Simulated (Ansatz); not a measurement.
KI (rock salt)

```
KI
1.0
    0.00000     3.59063     3.59063
    3.59063     0.00000     3.59063
    3.59063     3.59063     0.00000
I K
1 1
Direct
  0.00000   0.00000   0.00000
  0.50000   0.50000   0.50000
```

In this cell atom 2 (K, nearest neighbour I at 3.591 Å; its periodic images, 5.1 Å or more away, move with it) is moved by s along Cartesian x, unit vector (1.000, 0.000, 0.000); all other atoms and the cell stay fixed.

The numbers are results of PBE (plane waves to 420 eV, PAW, scalar-relativistic; Ansatz, a first-principles code), not measurements. k mesh 7×7×7 (Γ-centred), Fermi-Dirac smearing 0.05 eV. Energies are smeared free energies. Compression counts positive. KI was relaxed with its symmetry unable to fall. Spin-orbit coupling is left out, though I is heavy. The relaxed volume of KI is well above the measured one; the method has no dispersion term. ΔE is measured from the undisplaced structure.

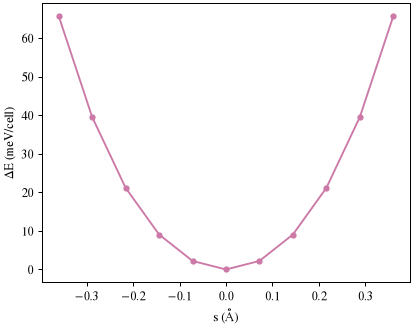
ΔE (meV/cell) against s (Å); computed points joined by lines.

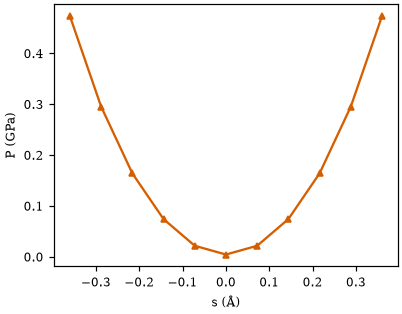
*P (GPa) against s (Å); markers are the computed points, lines only join them.*

The zone-centre optical wavenumber from k (transverse: no LO-TO term) is 88 cm⁻¹ and the force constant k = d²E/ds² at s = 0 (finite differences) comes out as 0.85 eV/Å². Harmonic estimate at the end of the scan: ½ks² = 55.0 meV/cell against the computed 65.7 meV/cell, so the well is stiffer than harmonic there. Shape of the curve: a single well with its minimum at or next to zero displacement. Symmetry of the curve: even: the same for both signs.

Reduced mass μ = 29.89 u; ν̃ = 521.5·√(k/μ) with k = 0.85 eV/Å².

(A displaced cell: forces are minus the slopes of the energy, force constants its curvatures, and phonons follow from these.)
